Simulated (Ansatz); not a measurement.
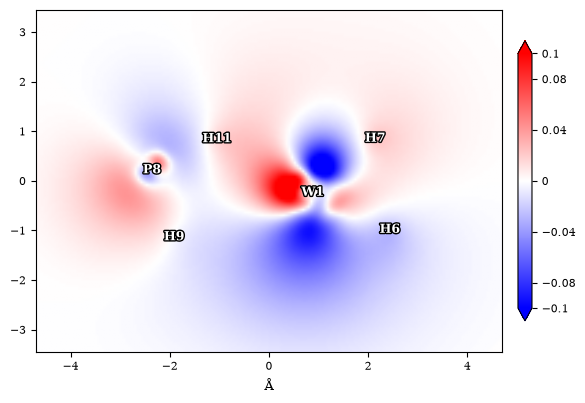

Figure 1: H₉PW. The LUMO on the plane of atoms H7, W1 and P8 (values in Å⁻³ᐟ²; the overall sign is arbitrary).

Core potentials replace the inner electrons of W.

Computed with RKS PBE0-D4/def2-SVP in Ansatz 0.2.0.

```xyz
11

W     0.3867   -0.3300    0.1179
H     0.2456   -0.2624    1.8130
H     1.6783    0.4107   -0.6977
H    -0.0728    0.9630   -0.8177
H    -0.9084    0.5768    0.6322
H     0.0789   -1.9113   -0.4782
H    -1.0374   -0.4432   -0.7239
P     1.7983    2.2146    1.6252
H     2.4335    0.9476    1.8075
H     2.5022    2.5106    0.4218
H     0.6023    1.7133    0.9587
```

**Where does this orbital lie, and at what energy?**

It lies mainly on W1 (about 70 %), H2 (about 10 %), H3 (about 5 %) and H6 (about 5 %). Its energy is −2.25 eV.
